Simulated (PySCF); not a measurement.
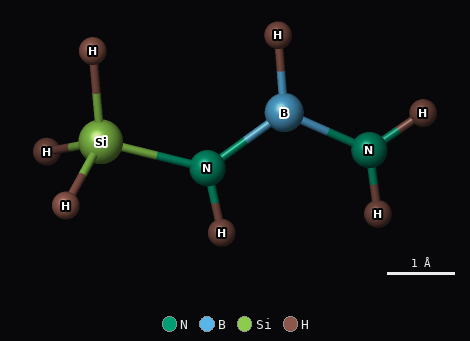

Figure 1. The starting structure (ball-and-stick view, seen at a tilt). Bond lengths as drawn: B–H 1.17 Å, B–N 1.43 Å, H–N 0.98 to 1.01 Å, H–Si 1.46 to 1.50 Å and N–Si 1.68 Å.

**BSiN2H7: geometry relaxation**

System: BSiN2H7, SMILES NBN[SiH3].
Method: PBE0-D3(BJ)/def2-SVP geometry optimisation, gas phase (PySCF 2.14.0).

It belongs to a series of runs on one base structure; here: H on B replaced by NHSiH3.

Log:
```
step   0  E = -427.66910657  max force = 0.041651
step   1  E = -427.67497773  max force = 0.006674
step   2  E = -427.67530730  max force = 0.003470
step   3  E = -427.67542187  max force = 0.005389
step   4  E = -427.67554105  max force = 0.001147
step   5  E = -427.67559018  max force = 0.000923
step   6  E = -427.67560902  max force = 0.000717
step   7  E = -427.67562478  max force = 0.000291
step   8  E = -427.67562796  max force = 0.000116
optimisation converged
```

Trajectory as extended XYZ (Å, eV, eV/Å), 9 frames, from step=0 to step=8:
```
11
Properties=species:S:1:pos:R:3:forces:R:3 step=0 energy=-11637.46915
N     2.1837   -0.4046   -0.0629   -1.8153   1.5975   0.4590
B     0.9543    0.3036    0.1038    0.5612  -1.2594  -0.3882
N    -0.2950   -0.3227   -0.2093    2.1418  -0.1036   0.1611
Si   -1.8591    0.2824   -0.1470   -1.4398  -0.1670   0.3596
H     3.0584    0.0089    0.1351    0.9742   0.3971   0.2099
H     2.2180   -1.3183   -0.4115    0.2170  -1.5768  -0.5853
H     0.9804    1.4037    0.5116    0.0052   0.8903   0.3201
H    -0.1775   -1.2613   -0.5507   -0.1588  -0.5262  -0.1994
H    -2.3853    0.5460   -1.4867   -0.3664   0.1882  -0.5799
H    -2.7219   -0.7670    0.4859   -0.1660   0.0746  -0.0296
H    -1.9180    1.5034    0.6560    0.0469   0.4852   0.2727
11
Properties=species:S:1:pos:R:3:forces:R:3 step=1 energy=-11637.62891
N     2.2019   -0.2846   -0.2842    0.3047  -0.3432   0.0034
B     0.9688    0.2689    0.0977    0.0295   0.2753  -0.1602
N    -0.2624   -0.4191   -0.1118   -0.2225  -0.1175   0.0069
Si   -1.8836    0.2156   -0.0108   -0.0451   0.0397  -0.0550
H     3.0905    0.1732   -0.1177   -0.2030  -0.0650  -0.0122
H     2.2941   -1.2220   -0.6716    0.0249   0.2964   0.0909
H     0.9607    1.3895    0.5668   -0.0466  -0.0720   0.0202
H    -0.1902   -1.3576   -0.4971    0.0037  -0.0045  -0.0203
H    -2.4852    0.5249   -1.3547    0.0887  -0.0161   0.0610
H    -2.8030   -0.7803    0.6248    0.0453  -0.0159   0.0339
H    -1.8570    1.4688    0.7913    0.0207   0.0227   0.0313
11
Properties=species:S:1:pos:R:3:forces:R:3 step=2 energy=-11637.63788
N     2.2191   -0.2752   -0.2684   -0.1783  -0.1753  -0.0061
B     0.9396    0.2267    0.0365    0.0513   0.1394   0.1254
N    -0.2885   -0.4771   -0.1603    0.1785  -0.0583  -0.1088
Si   -1.8735    0.2274   -0.0021   -0.0811  -0.0080  -0.0009
H     3.0540    0.2458   -0.0454    0.0044  -0.0097  -0.0284
H     2.3966   -1.2003   -0.6393    0.0276   0.0543   0.0051
H     0.8817    1.3400    0.5137   -0.0116   0.0403  -0.0225
H    -0.2397   -1.4154   -0.5504   -0.0021   0.0326   0.0150
H    -2.4899    0.5731   -1.3245    0.0062   0.0046   0.0048
H    -2.8051   -0.7383    0.6611    0.0057  -0.0005   0.0155
H    -1.7597    1.4706    0.8117   -0.0006  -0.0195   0.0010
11
Properties=species:S:1:pos:R:3:forces:R:3 step=3 energy=-11637.64100
N     2.2000   -0.2912   -0.2623   -0.0142   0.1752   0.0972
B     0.9446    0.2702    0.0371    0.0205  -0.2771   0.0120
N    -0.2727   -0.4498   -0.1690   -0.0657   0.1360  -0.0387
Si   -1.8724    0.2193   -0.0030   -0.0287  -0.0391   0.0183
H     3.0518    0.2034   -0.0496    0.1064  -0.0013  -0.0328
H     2.3447   -1.2230   -0.6241   -0.0022  -0.0319  -0.0216
H     0.8987    1.3879    0.5051    0.0055  -0.0070  -0.0490
H    -0.2064   -1.3857   -0.5610    0.0194   0.0328   0.0240
H    -2.4946    0.5633   -1.3212   -0.0247   0.0124  -0.0126
H    -2.7776   -0.7733    0.6574   -0.0109   0.0088   0.0054
H    -1.7815    1.4562    0.8231   -0.0054  -0.0088  -0.0022
11
Properties=species:S:1:pos:R:3:forces:R:3 step=4 energy=-11637.64424
N     2.2113   -0.2945   -0.2550    0.0008  -0.0175   0.0421
B     0.9574    0.2700    0.0426   -0.0217   0.0332   0.0166
N    -0.2738   -0.4246   -0.1666   -0.0035  -0.0064  -0.0590
Si   -1.8865    0.2174   -0.0041    0.0381   0.0165   0.0299
H     3.0780    0.1852   -0.0633   -0.0138   0.0386  -0.0009
H     2.3424   -1.2290   -0.6168   -0.0021  -0.0351  -0.0252
H     0.9237    1.3941    0.4955   -0.0003   0.0032  -0.0034
H    -0.2065   -1.3605   -0.5568   -0.0031  -0.0396  -0.0020
H    -2.5140    0.5586   -1.3217    0.0006  -0.0027  -0.0012
H    -2.7789   -0.7905    0.6509    0.0080   0.0007  -0.0011
H    -1.8186    1.4511    0.8278   -0.0030   0.0092   0.0043
11
Properties=species:S:1:pos:R:3:forces:R:3 step=5 energy=-11637.64558
N     2.2113   -0.2924   -0.2492    0.0035  -0.0270   0.0323
B     0.9497    0.2601    0.0369   -0.0047   0.0210  -0.0001
N    -0.2768   -0.4402   -0.1778    0.0107   0.0041  -0.0475
Si   -1.8806    0.2198   -0.0028    0.0033  -0.0053   0.0187
H     3.0676    0.2055   -0.0556   -0.0095   0.0066  -0.0100
H     2.3583   -1.2258   -0.6095   -0.0001   0.0012  -0.0097
H     0.9048    1.3860    0.4847    0.0008   0.0037   0.0027
H    -0.2133   -1.3773   -0.5670   -0.0020  -0.0025   0.0130
H    -2.5137    0.5710   -1.3152    0.0006  -0.0016   0.0009
H    -2.7786   -0.7802    0.6560   -0.0019  -0.0002   0.0011
H    -1.7942    1.4508    0.8321   -0.0008   0.0000  -0.0014
11
Properties=species:S:1:pos:R:3:forces:R:3 step=6 energy=-11637.64609
N     2.2113   -0.2954   -0.2417    0.0014  -0.0038   0.0245
B     0.9489    0.2623    0.0306   -0.0045  -0.0081   0.0056
N    -0.2767   -0.4380   -0.1895    0.0037   0.0145  -0.0369
Si   -1.8801    0.2193   -0.0018    0.0016  -0.0071   0.0139
H     3.0654    0.2067   -0.0502    0.0032  -0.0006  -0.0104
H     2.3605   -1.2288   -0.6010   -0.0013   0.0039  -0.0064
H     0.9026    1.3896    0.4744    0.0024   0.0022  -0.0008
H    -0.2131   -1.3760   -0.5761   -0.0010   0.0005   0.0135
H    -2.5218    0.5743   -1.3088   -0.0025  -0.0014  -0.0007
H    -2.7724   -0.7841    0.6598   -0.0022   0.0003   0.0001
H    -1.7902    1.4474    0.8370   -0.0007  -0.0004  -0.0025
11
Properties=species:S:1:pos:R:3:forces:R:3 step=7 energy=-11637.64652
N     2.2118   -0.2999   -0.2286    0.0067   0.0041   0.0047
B     0.9489    0.2660    0.0235    0.0024  -0.0148   0.0046
N    -0.2762   -0.4311   -0.2081   -0.0039   0.0150  -0.0128
Si   -1.8803    0.2184   -0.0008   -0.0025  -0.0048   0.0038
H     3.0662    0.2046   -0.0448    0.0025  -0.0015  -0.0028
H     2.3606   -1.2325   -0.5902   -0.0026   0.0035  -0.0023
H     0.9024    1.3959    0.4611    0.0008  -0.0014  -0.0004
H    -0.2120   -1.3717   -0.5881   -0.0004   0.0018   0.0085
H    -2.5373    0.5761   -1.2995   -0.0019  -0.0022  -0.0005
H    -2.7613   -0.7918    0.6656   -0.0019   0.0001   0.0004
H    -1.7881    1.4433    0.8425    0.0008   0.0002  -0.0033
11
Properties=species:S:1:pos:R:3:forces:R:3 step=8 energy=-11637.64660
N     2.2125   -0.3014   -0.2262    0.0011   0.0033   0.0003
B     0.9501    0.2667    0.0235   -0.0008  -0.0060   0.0038
N    -0.2761   -0.4273   -0.2117   -0.0015   0.0047  -0.0052
Si   -1.8813    0.2183   -0.0009   -0.0007  -0.0008   0.0013
H     3.0672    0.2029   -0.0438    0.0027  -0.0037  -0.0015
H     2.3601   -1.2326   -0.5921   -0.0007   0.0045   0.0002
H     0.9051    1.3964    0.4618    0.0000  -0.0007   0.0001
H    -0.2120   -1.3692   -0.5885   -0.0004  -0.0008   0.0024
H    -2.5424    0.5728   -1.2984   -0.0006  -0.0024  -0.0003
H    -2.7584   -0.7935    0.6683   -0.0002   0.0006   0.0011
H    -1.7902    1.4443    0.8406    0.0010   0.0012  -0.0022
```

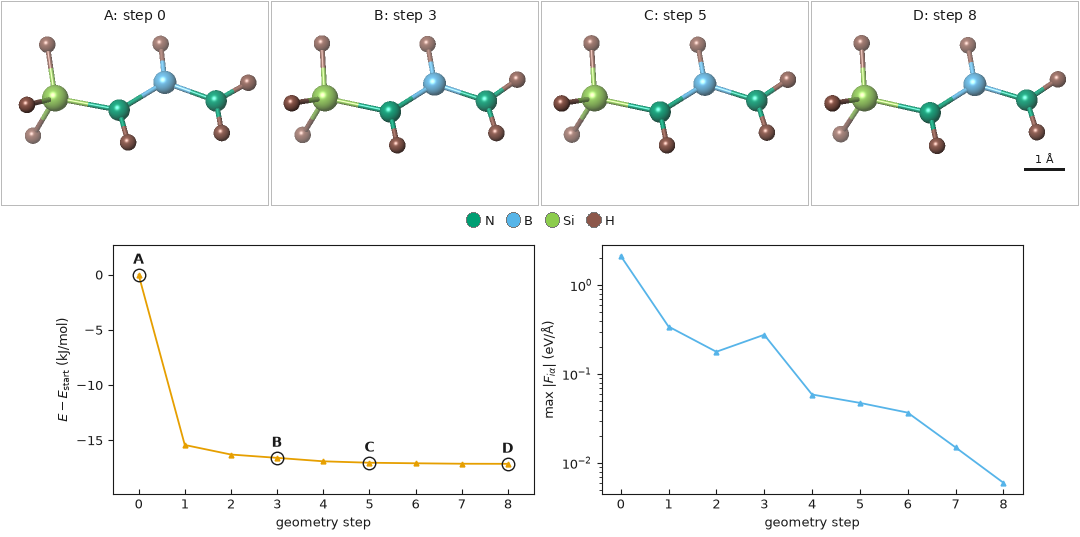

Figure 2. Frames of the relaxation (ball-and-stick view, seen at a tilt) above the curves, on which the letters mark them (steps are counted from 0).

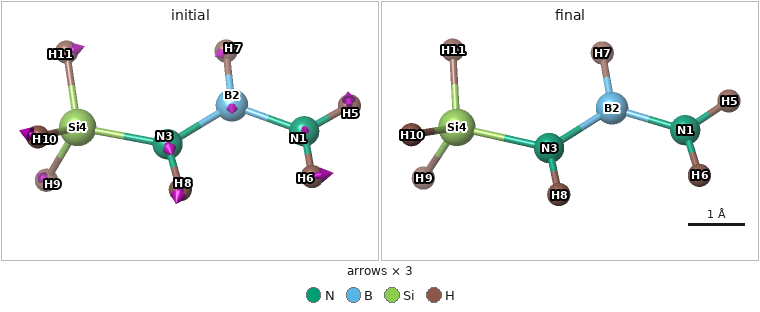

Figure 3. Before (left) and after (right) the relaxation, at one scale (ball-and-stick view, seen at a tilt). The pink arrows give the displacements, magnified 3 times. The largest moves after the best rigid fit, 0.13 Å, are those of H6 and H10. Largest moves by element: H 0.13 Å, N 0.10 Å, B 0.07 Å, Si 0.02 Å. Among the contacts that change: N3–Si4 1.678 → 1.743 Å, B2–H7 1.174 → 1.213 Å, Si4–H9 1.463 → 1.499 Å, N1–H6 0.979 → 1.011 Å. Among the angles that change: B2–N3–H8 112.4° → 117.2°, B2–N3–Si4 130.3° → 126.2°, N3–Si4–H10 107.4° → 110.1°. After 8 geometry steps the energy has fallen by 17.1 kJ/mol. The largest force component goes from 2.1 to 0.006 eV/Å. (Atoms are counted from 1 in the order of the input.)

The run was set up as follows.

Input:
```
{"job": {"xc": "PBE0", "basis": "def2-SVP", "d3": "d3bj", "grid": 1, "shake": 0.01, "kind": "geom"}, "charge": 0, "multiplicity": 1}
N      2.183710    -0.404590    -0.062920
B      0.954320     0.303570     0.103830
N     -0.294970    -0.322680    -0.209330
Si    -1.859050     0.282390    -0.146960
H      3.058430     0.008890     0.135090
H      2.218000    -1.318280    -0.411530
H      0.980390     1.403720     0.511620
H     -0.177460    -1.261270    -0.550690
H     -2.385340     0.545970    -1.486730
H     -2.721940    -0.767000     0.485870
H     -1.917990     1.503430     0.655990
```

The first line tells a small driver script what to run in PySCF; the rest is the geometry in Å.

Launched with:
```bash
OMP_NUM_THREADS=1 python <driver script> task.json out
```

Summary:

| quantity | value |
| --- | --- |
| outcome | converged |
| total energy | −427.675628 hartree |
| dipole moment | 2.31 D |
| point group | C1 |
| hardware | 1 CPU thread, shared host |
| wall time | 59 s |
| peak memory | 0.39 GiB |
